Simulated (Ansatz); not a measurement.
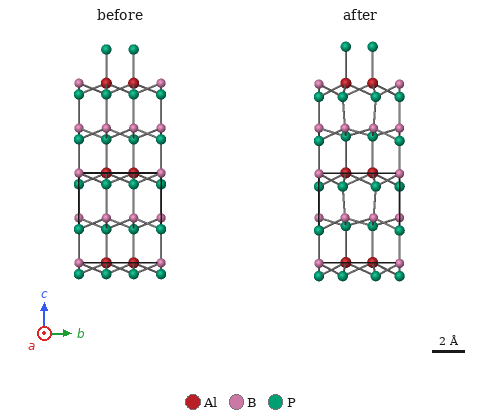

The structure of crystalline AlB2P3 (a generated structure, set up in P31m) (coarse preliminary run) before (left) and after (right) a relaxation, at one scale.

The picture is a ball-and-stick view of the cell of the calculation, repeated 1 × 1 × 2 with one cell outlined, seen along the a axis.

All numbers below come from DFT PBE, scalar-relativistic, plane waves, PAW in Ansatz 0.2.0. Settings: plane-wave cutoff 420 eV; k-point mesh 3 × 3 × 4; occupations gaussian; smearing width 0.1 eV; no spin polarisation; cell and atoms relaxed; force threshold 0.04 eV/Å; at most 70 steps.

Describe what moved and what it gained.

Answer. Over 4 accepted moves (5 points after the start) the energy falls by 250 meV per atom. Largest force component: 4.3 eV/Å at the start, 0.028 eV/Å at the end. The pressure goes from 1.10 to 0.02 GPa. The SCF was repeated once at an unchanged geometry on a basis and grid sized afresh for the cell, which shifted the energy by 0.2 meV per atom at most. The largest moves relative to the cell, 0.26 Å, are those of P atoms. Largest moves by element: P 0.26 Å, B 0.07 Å, Al 0.02 Å. The volume changes by −3.8 %, with a = b 6.056 → 5.948 Å (−1.8 %), c 5.739 → 5.726 Å (−0.2 %). Some distances before and after: B–P 2.143 → 1.935 Å, Al–P 2.151 → 2.331 Å, B–P 2.151 → 2.005 Å, Al–P 2.143 → 2.279 Å. Among the angles between lasting bonds that change: Al–P–Al 109.4° → 97.8°, B–P–B 109.6° → 119.6°, P–B–P 109.4° → 103.4°. The space group stays P31m (No. 157).
